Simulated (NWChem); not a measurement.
**C5H10 (3-methyl-1-butene): levels of theory compared**

Aim: a comparison of 6 runs (HF/STO-3G, HF/3-21G, HF/def2-SVP, B3LYP/6-31G*, MP2/def2-SVP) of C5H10 (3-methyl-1-butene). 

The results are computed with NWChem 7.3.0.

1 further run of the same task is left out (set aside as unsound or not needed).

## Step 1: Starting point

The species is C5H10 (15 atoms), meant as a singlet with charge 0. As SMILES, `C=CC(C)C`. The coordinates come from a PBE0-D4/def2-TZVP relaxation. This is one conformer, not always the lowest.

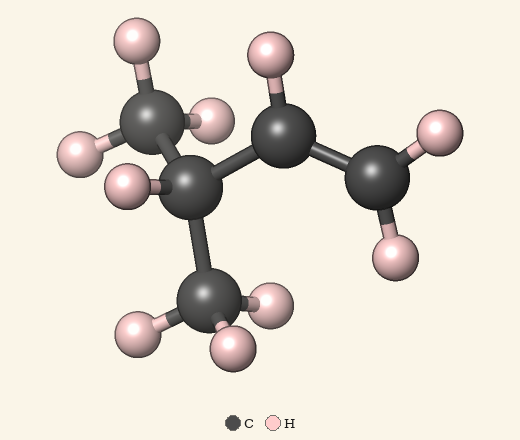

The structure, seen from a chosen angle (carbon dark grey, hydrogen pink).

## Step 2: Energy and gradient at HF/STO-3G (run 1)

Input file test.nw:

```
START test
TITLE "C5H10 hf"
memory total 2200 mb
charge 0

GEOMETRY noautosym nocenter noautoz
  C       -1.650600       0.611500       1.131300
  C       -0.550400      -0.127700       1.102700
  C        0.571800      -0.035700       0.113600
  C        0.789600      -1.393500      -0.552500
  C        0.391400       1.059600      -0.922200
  H       -2.409300       0.455700       1.889300
  H       -1.838800       1.396700       0.407500
  H       -0.426900      -0.902500       1.858500
  H        1.480200       0.189200       0.691400
  H        0.944200      -2.181400       0.188800
  H        1.663700      -1.370700      -1.208000
  H       -0.080500      -1.667700      -1.155400
  H        0.280400       2.041400      -0.456600
  H       -0.494200       0.875200      -1.537200
  H        1.255500       1.099700      -1.589100
END

BASIS spherical bse
  C library STO-3G
  H library STO-3G
END

SCF
  singlet
  rhf
  thresh 1e-08
  maxiter 80
END

TASK scf gradient
```

The run is started by

```console
$ nwchem test.nw > test.out
```

Output:

```text
[...]
  functions       =    35
[...]
  wavefunction    = RHF
[...]
         Total SCF energy =   -192.816116113241
      One-electron energy =   -612.108686279673
      Two-electron energy =    241.659880139825
 Nuclear repulsion energy =    177.632690026607
        Time for solution =      3.8s
[...]
                         RHF ENERGY GRADIENTS
    atom               coordinates                        gradient
                 x          y          z           x          y          z
   1 C      -3.119182   1.155567   2.137847   -0.022127   0.013908   0.001492
   2 C      -1.040105  -0.241318   2.083801    0.045014  -0.011861  -0.019266
   3 C       1.080545  -0.067463   0.214673   -0.025968  -0.002242  -0.011410
   4 C       1.492128  -2.633333  -1.044074   -0.001964   0.021447   0.012783
   5 C       0.739639   2.002354  -1.742705    0.004494  -0.018589   0.020782
   6 H      -4.552917   0.861148   3.570259   -0.001369  -0.001660   0.002411
   7 H      -3.474828   2.639380   0.770063    0.001365   0.003040  -0.004082
   8 H      -0.806724  -1.705478   3.512056   -0.000649  -0.002856   0.002833
   9 H       2.797172   0.357536   1.306557    0.003875   0.000598   0.004182
  10 H       1.784279  -4.122248   0.356780    0.000670  -0.005432   0.003175
  11 H       3.143937  -2.590247  -2.282789    0.004928  -0.000317  -0.003503
[...]
```

It took 4.8 s on 1 thread of AMD EPYC 7B13 (Zen 3), shared host; peak memory 0.1 GiB.

## Step 3: Energy and gradient at HF/3-21G (run 2)

Input file input.xyz:

```xyz
15
C5H10 hf
C     -1.650600     0.611500     1.131300
C     -0.550400    -0.127700     1.102700
C      0.571800    -0.035700     0.113600
C      0.789600    -1.393500    -0.552500
C      0.391400     1.059600    -0.922200
H     -2.409300     0.455700     1.889300
H     -1.838800     1.396700     0.407500
H     -0.426900    -0.902500     1.858500
H      1.480200     0.189200     0.691400
H      0.944200    -2.181400     0.188800
H      1.663700    -1.370700    -1.208000
H     -0.080500    -1.667700    -1.155400
H      0.280400     2.041400    -0.456600
H     -0.494200     0.875200    -1.537200
H      1.255500     1.099700    -1.589100
```

Input file input.nw:

```
start input
title "C5H10 hf"
memory 2200 mb

geometry units angstroms noautosym nocenter noautoz
  load input.xyz
end

basis spherical bse
  * library 3-21G
end

scf
  singlet
  rhf
  thresh 1e-08
  maxiter 80
  noprint "final vectors analysis"
end

task scf gradient
```

The run is started by

```console
$ nwchem input.nw > input.out
```

Output:

```text
[...]
  functions       =    65
[...]
  wavefunction    = RHF
[...]
         Total SCF energy =   -194.061279865649
      One-electron energy =   -612.080641424586
      Two-electron energy =    240.386671532330
 Nuclear repulsion energy =    177.632690026607
        Time for solution =      3.8s
[...]
                         RHF ENERGY GRADIENTS
    atom               coordinates                        gradient
                 x          y          z           x          y          z
   1 C      -3.119182   1.155567   2.137847   -0.004016   0.002143   0.000769
   2 C      -1.040105  -0.241318   2.083801    0.017848   0.000330  -0.010392
   3 C       1.080545  -0.067463   0.214673   -0.015305  -0.003565  -0.012053
   4 C       1.492128  -2.633333  -1.044074   -0.000248   0.014124   0.008746
   5 C       0.739639   2.002354  -1.742705    0.003058  -0.011164   0.012621
   6 H      -4.552917   0.861148   3.570259   -0.005089  -0.001739   0.005755
   7 H      -3.474828   2.639380   0.770063   -0.000331   0.006310  -0.006627
   8 H      -0.806724  -1.705478   3.512056    0.000331  -0.006188   0.005751
   9 H       2.797172   0.357536   1.306557    0.005256   0.000843   0.004051
  10 H       1.784279  -4.122248   0.356780    0.000464  -0.004294   0.003361
  11 H       3.143937  -2.590247  -2.282789    0.004295  -0.000110  -0.003515
[...]
```

It took 5.1 s on 1 thread of AMD EPYC 7B13 (Zen 3), shared host; peak memory 0.1 GiB.

Runs 3 to 5 aren't shown in full; the table further down has their settings and results.

## Step 4: Energy and forces at MP2/def2-SVP (run 6)

Input file calc.nw:

```
start calc
title "C5H10 gradient"
memory 2200 mb
geometry units angstroms noautosym nocenter noautoz
   C     -1.650600     0.611500     1.131300
   C     -0.550400    -0.127700     1.102700
   C      0.571800    -0.035700     0.113600
   C      0.789600    -1.393500    -0.552500
   C      0.391400     1.059600    -0.922200
   H     -2.409300     0.455700     1.889300
   H     -1.838800     1.396700     0.407500
   H     -0.426900    -0.902500     1.858500
   H      1.480200     0.189200     0.691400
   H      0.944200    -2.181400     0.188800
   H      1.663700    -1.370700    -1.208000
   H     -0.080500    -1.667700    -1.155400
   H      0.280400     2.041400    -0.456600
   H     -0.494200     0.875200    -1.537200
   H      1.255500     1.099700    -1.589100
end
basis "ao basis" spherical bse
   C library def2-SVP
   H library def2-SVP
end
scf
   thresh 1e-08
   maxiter 80
   print medium
end
mp2
   freeze core 5
   tight
end
task mp2 gradient
```

The run is started by

```console
$ nwchem calc.nw > calc.out
```

Output:

```text
[...]
  functions       =   120
[...]
  wavefunction    = RHF
[...]
         Total SCF energy =   -195.002483991830
      One-electron energy =   -613.365705808550
      Two-electron energy =    240.730531790113
 Nuclear repulsion energy =    177.632690026607
        Time for solution =     23.6s
[...]
          Total MP2 energy          -195.708696544376
[...]
                         mp2 ENERGY GRADIENTS
    atom               coordinates                        gradient
                 x          y          z           x          y          z
   1 C      -3.119182   1.155567   2.137847    0.013014  -0.009115   0.000478
   2 C      -1.040105  -0.241318   2.083801   -0.013258   0.008429   0.000950
   3 C       1.080545  -0.067463   0.214673    0.000116   0.001264   0.001922
   4 C       1.492128  -2.633333  -1.044074    0.000125  -0.002198  -0.000766
   5 C       0.739639   2.002354  -1.742705   -0.000305   0.000772  -0.000844
   6 H      -4.552917   0.861148   3.570259    0.003986   0.001040  -0.004163
   7 H      -3.474828   2.639380   0.770063    0.000878  -0.003861   0.003493
   8 H      -0.806724  -1.705478   3.512056   -0.000545   0.003843  -0.004195
   9 H       2.797172   0.357536   1.306557   -0.003663  -0.001129  -0.002071
  10 H       1.784279  -4.122248   0.356780   -0.000818   0.003483  -0.003517
  11 H       3.143937  -2.590247  -2.282789   -0.004029  -0.000032   0.003076
[...]
```

Wall time 63 s (1 thread of AMD EPYC 7B13 (Zen 3), shared host); peak memory 0.64 GiB.

## Step 5: The series

```
run                               level  iteration cap  module  energy (Eh)  dipole moment (D)  HOMO energy (eV)  LUMO energy (eV)  wall time
  1                           HF/STO-3G             80     scf  -192.816116               0.31             -8.32              8.90      4.8 s
  2                            HF/3-21G             80     scf  -194.061280               0.34                 –                 –      5.1 s
  3                         HF/def2-SVP             80     scf  -195.002484               0.37             -9.80              4.50       29 s
  4  B3LYP/6-31G* (spherical functions)            100     dft  -196.530140               0.37             -6.80              0.80       26 s
  5  B3LYP/6-31G* (Cartesian functions)            100     dft  -196.533843               0.37             -6.80              0.80       27 s
  6                        MP2/def2-SVP             80     mp2  -195.708697               0.30             -9.80              4.50       63 s
```

## Step 6: What came out

| quantity | value |
| --- | --- |
| run 6: total energy | -195.70870 Eh |
| run 6: dipole moment (of the density that the program reports) | 0.30 D |
| run 6: HOMO energy (Hartree–Fock orbitals) | -9.80 eV |
| run 6: LUMO energy (Hartree–Fock orbitals) | 4.50 eV |
| run 6: HOMO–LUMO gap (Hartree–Fock orbitals) | 14.30 eV |
| run 6: correlation energy (5 core orbitals frozen) | -706.2 mEh |
| run 6: largest force on an atom | 0.817 eV/Å |

What this shows: The dipole moment (its size) runs from 0.30 D (MP2/def2-SVP) to 0.37 D (B3LYP/6-31G*). The two ends differ in method and basis. Over runs 1, 3, 4, 5 the HOMO–LUMO gap runs from 7.61 eV (B3LYP/6-31G*) to 17.22 eV (HF/STO-3G). In run 1 the basis is minimal, so the values are rough. All runs together took 2.6 min, the longest 63 s.
